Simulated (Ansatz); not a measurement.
Consider CaHf3.

The calculation's input:

```
crystal:
  lattice:
    - [4.6067072732, 0.0, 0.0]
    - [0.0, 4.6067072732, 0.0]
    - [0.0, 0.0, 4.6067072732]
  atoms:
    - { symbol: Ca, position: [0.0, 0.0, 0.0] }
    - { symbol: Hf, position: [0.0, 0.5, 0.5] }
    - { symbol: Hf, position: [0.5, 0.0, 0.5] }
    - { symbol: Hf, position: [0.5, 0.5, 0.0] }
basis:
  ecutwfc: 420
kpoints:
  mp_grid: { grid: [10, 10, 10] }
hamiltonian:
  xc: pbe
scf:
  occupations: { method: gaussian, width: 0.1 }
output:
  forces: true
  stress: true
  eigenvalues: true
  write_density: true
  write_potential: true
  elf: true
  volumetric_format: npy
relax:
  adjacent_minimum: "off"
  f_tol: 0.01
  max_steps: 80
  cell: { stress_tol: 0.05 }
```

Run with:

```sh
ansatz run input.yaml --threads 1 --pin off --max-ram 2560MiB --backend cpu --events-out ev --progress --plain --runs-dir out
```

Below, planes, directions and counts refer to the conventional cell (a = 4.61 Å, b = 4.61 Å, c = 4.61 Å, α = 90.00°, β = 90.00°, γ = 90.00°).

Space group Pm-3m; a structure generated by program, which may or may not match a known phase.

Method: DFT PBE, scalar-relativistic, plane waves, PAW (Ansatz).

**What will maps of the valence pseudo-density and electron localisation function show?**

Ca–Hf (3.26 Å): ρ is about 0.12 e/Å³ halfway; the ELF is about 0.15 at the midpoint (no shared electron pair shows on this line).
The ELF has a maximum of about 0.75 in the space between the atoms, 2.3 Å from six Ca and Hf atoms, on no atom or two-centre bond.

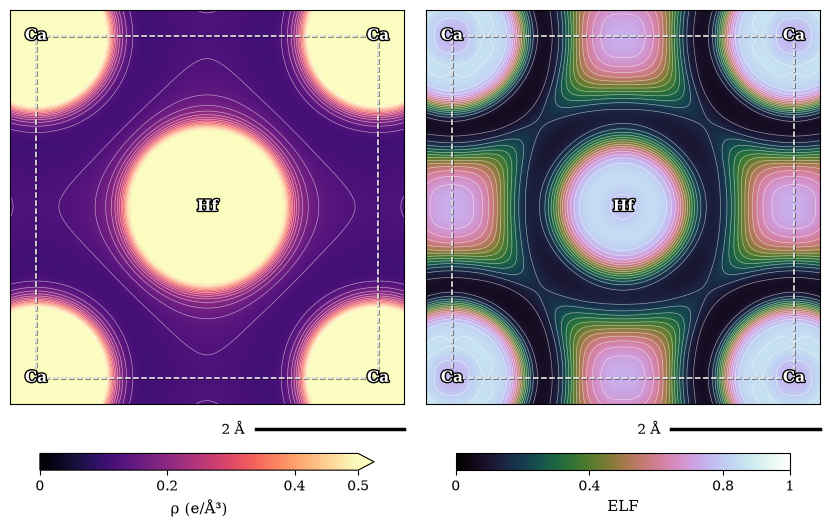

Computed valence pseudo-density and electron localisation function on the (010) plane of the conventional cell, in this order. 
